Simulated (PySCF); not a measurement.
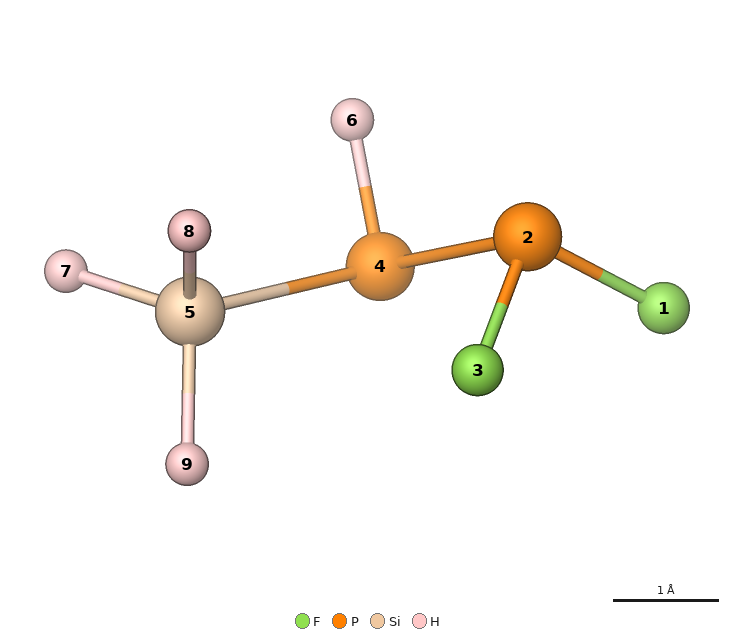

Orthographic view. Depth is shown by fading: the farther an atom, the more it takes the colour of the background. The geometry was computed by an optimisation with PBE0-D3(BJ)/def2-SVP. No frequency run is at hand to confirm it as a minimum.

Give the geometry as a Z-matrix, atoms in numerical order, with these reference atoms: 2 to 1; 3 to 2, 1; 4 to 2, 1, 3; 5 to 4, 2, 1; 6 to 4, 2, 1; 7 to 5, 4, 6; 8 to 5, 7, 4; 9 to 5, 7, 8.

```
F  
P    1   1.613
F    2   1.622   1    97.4
P    2   2.238   1    98.1   3   -98.6
Si   4   2.273   2    95.4   1   142.9
H    4   1.430   2    92.0   1  -122.9
H    5   1.492   4   106.1   6    61.9
H    5   1.494   7   109.3   4   122.2
H    5   1.488   7   110.1   8   121.0
```
